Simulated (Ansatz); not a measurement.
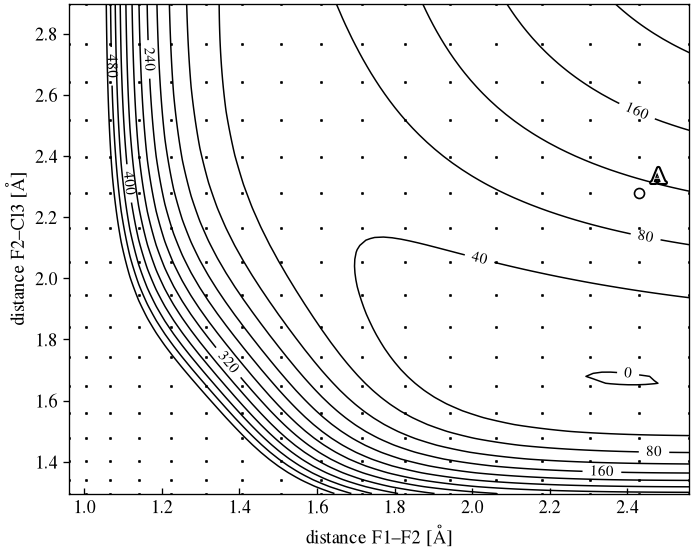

The system F⁻ + FCl. The first coordinate is: distance F1–F2; the second: distance F2–Cl3. Nothing is relaxed (the angle F1–F2–Cl3 is fixed at 140 degrees). Grid: 17 × 17 points. Energies are in kJ/mol, from the lowest grid point. The reference is spin-restricted, so regions where a bond is pulled apart into radicals lie too high. Theory: RKS PBE0-D4/def2-TZVPD (Ansatz 0.2.0).

The picture shows contour lines labelled in kJ/mol (none above 520), dots at the grid points, the point A. Between grid points the surface is interpolated.

### Is A at rest? If not, where is it pushed?

A, at distance F1–F2 = 2.431 Å, distance F2–Cl3 = 2.279 Å, is not a stationary point. The computed force is 70 kJ/mol for each Å towards smaller values of distance F1–F2 and 210 kJ/mol for each Å towards smaller values of distance F2–Cl3.
